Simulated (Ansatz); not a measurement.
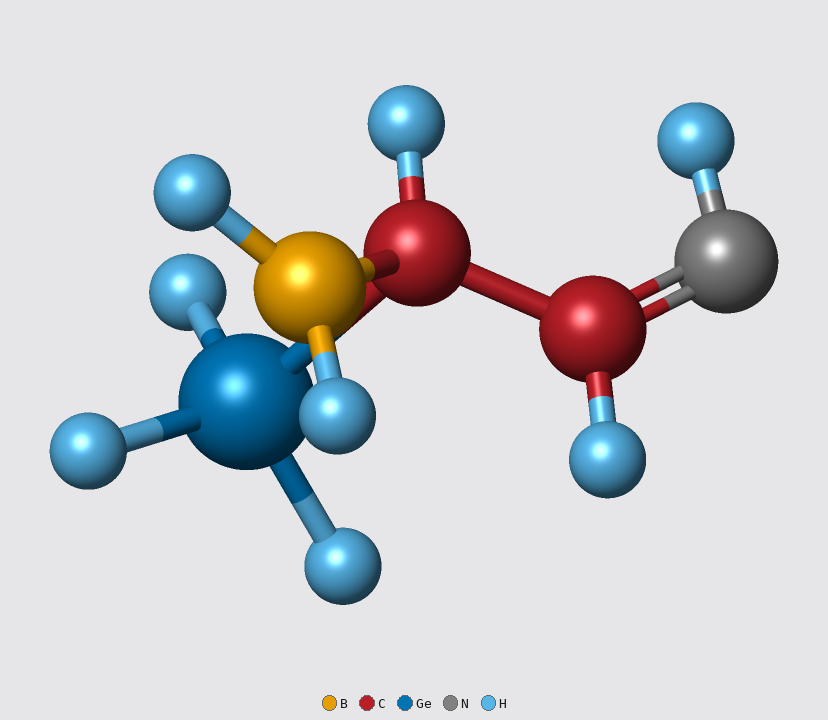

The picture comes from a calculation with Ansatz.

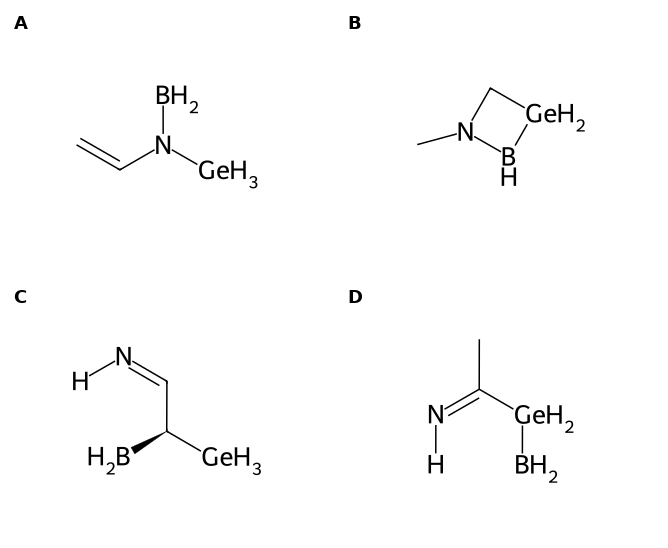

> Which structural formula matches the 3D model?

C, `[H]/N=C\[C@H](B)[GeH3]`.
